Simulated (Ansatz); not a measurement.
SnSe2: response to strain

Take SnSe₂ in the CdI2 type structure (space group P-3m1, No. 164; layered, stacked along the Cartesian z axis) as the base.

```yaml
crystal:
  lattice:
    - [3.84028, 0.00000, 0.00000]
    - [-1.92014, 3.32578, 0.00000]
    - [0.00000, 0.00000, 6.00569]
  atoms:
    - { symbol: Sn, position: [0.00000, 0.00000, 0.00000] }
    - { symbol: Se, position: [0.33333, 0.66667, 0.26533] }
    - { symbol: Se, position: [0.66667, 0.33333, 0.73467] }
```

Cartesian axes are those of the cell as printed.

Strains are applied to the cell and any free atomic positions relax; under biaxial strain the out-of-plane vector relaxes too.

Calculations: PBE-D3(BJ) (Ansatz, a quantum-chemistry and plane-wave program; PAW; 420 eV plane waves; no spin-orbit coupling).

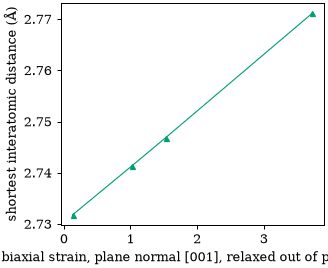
Figure: Shortest interatomic distance against biaxial strain, plane normal [001], relaxed out of plane

| biaxial strain, plane normal [001], relaxed out of plane (%) | shortest interatomic distance |
|---|---|
| 0.13 | 2.732 Å |
| 1.02 | 2.741 Å |
| 1.53 | 2.747 Å |
| 3.73 | 2.771 Å |

Stability against distortions was not tested. All final runs are without spin polarisation.
